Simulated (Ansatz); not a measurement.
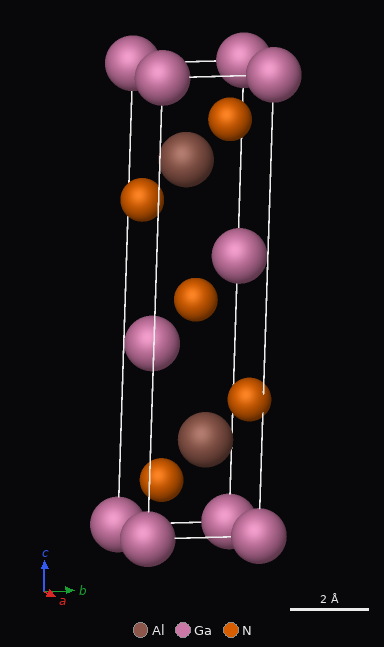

We look at a spheres-only model of the crystal slightly off an axis. Lines trace the edges of the cell (the run's own, in a reduced setting).

```
CELL_PARAMETERS angstrom
-1.48139 2.56585 0.00000
-2.96279 0.00000 0.00000
-1.48139 0.85528 12.10580
ATOMIC_POSITIONS crystal
Al 0.60039 0.60039 0.19883
Al 0.39961 0.39961 0.80117
Ga 0.00000 0.00000 0.00000
Ga 0.20080 0.20080 0.39759
Ga 0.79920 0.79920 0.60241
N 0.70130 0.70130 0.89611
N 0.29870 0.29870 0.10389
N 0.90212 0.90212 0.29364
N 0.50000 0.50000 0.50000
N 0.09788 0.09788 0.70636
```

Level of theory: DFT PBE, scalar-relativistic, plane waves, PAW (Ansatz 0.2.0). Settings were a kinetic-energy cutoff of 420 eV, k-points about 0.20 Å⁻¹ apart, Gaussian smearing of 0.02 eV, no spin polarisation.

What are the atomic charges by Bader's partition?

Al +2.47 e; Ga +1.65 e; N -2.06 to -1.65 e. The transfer is large, as in an ionic solid.

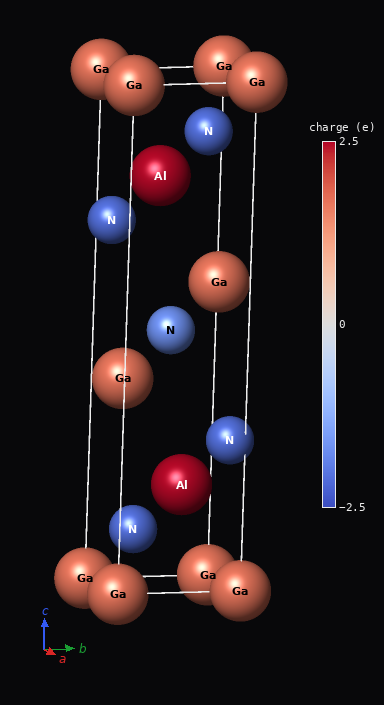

The atoms coloured by those charges.

The structure comes from a structure type filled with these elements by a generator (whether the compound takes this form wasn't checked). Earlier steps of the study, as a rule a relaxation of our own, may have changed the cell and positions, so they can lie some per cent off the listed ones. Ansatz was used for an electronic-structure calculation on it.
